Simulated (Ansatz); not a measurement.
Take Ca(OH)₂ (space group P-3m1, No. 164; a = 3.5612 Å, c = 4.7677 Å; layered) as the base.

Modification: cell and atoms relaxed at a pressure of 45 GPa.

Computed with PBEsol/PAW in Ansatz (a quantum-chemistry and plane-wave program), no SOC.

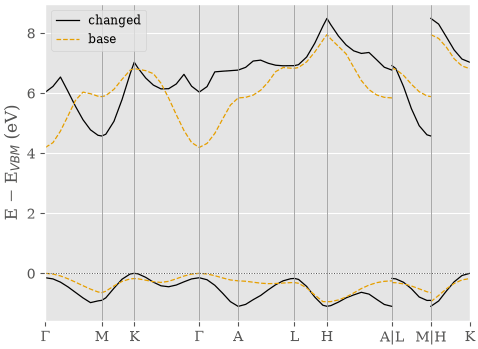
Figure: Highest valence and lowest conduction band along the path, each from its own valence-band maximum

From the figure, how large is the changed gap, and is it direct?

About 4.6 eV, indirect, K → M.

Load acts through the strain it causes; cell and atoms are relaxed under it. Whether these cells are dynamically stable was not tested. Competing high-pressure phases were not computed. No dispersion term is included in the PBEsol runs.
